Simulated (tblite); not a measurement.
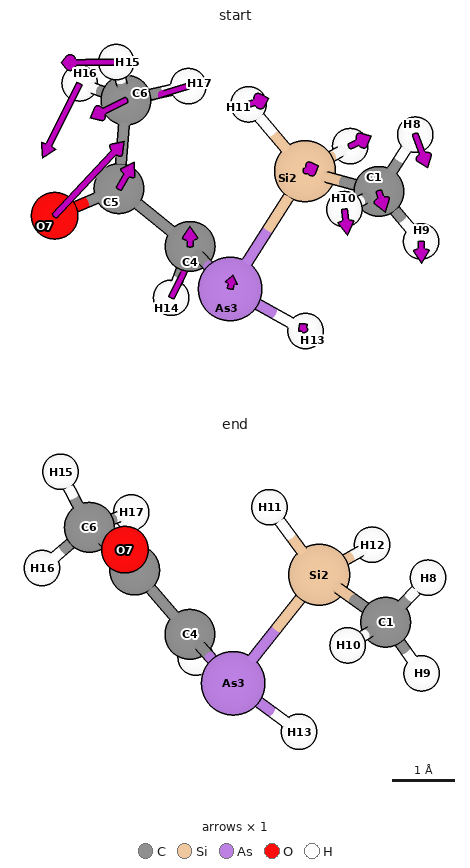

The structure of C4H10AsOSi (multiplicity 2) before (top) and after (bottom) a relaxation, at one scale. The purple arrows give the displacements, at their true length.

A ball-and-stick model, seen from a free direction.

These are results of GFN2-xTB geometry optimisation, gas phase (tblite 0.8.0), not measurements. 

Question: What changed between the two?

Answer: The energy falls by 25.1 kcal/mol in 116 geometry steps. The largest move after the best rigid fit is that of O7, 1.93 Å. Largest moves by element: O 1.93 Å, H 1.40 Å, C 0.85 Å, Si 0.34 Å, As 0.25 Å. Among the contacts that change: As3–O7 3.274 → 2.801 Å, As3–C4 1.983 → 1.873 Å, C4–C5 1.511 → 1.414 Å, Si2–As3 2.312 → 2.366 Å. Bond angles that change, for instance: As3–C4–H14 110.1° → 125.8°, C5–C4–H14 110.2° → 121.1°, Si2–As3–C4 92.4° → 98.8°. Groups turn about C5–C6 by about 45°.
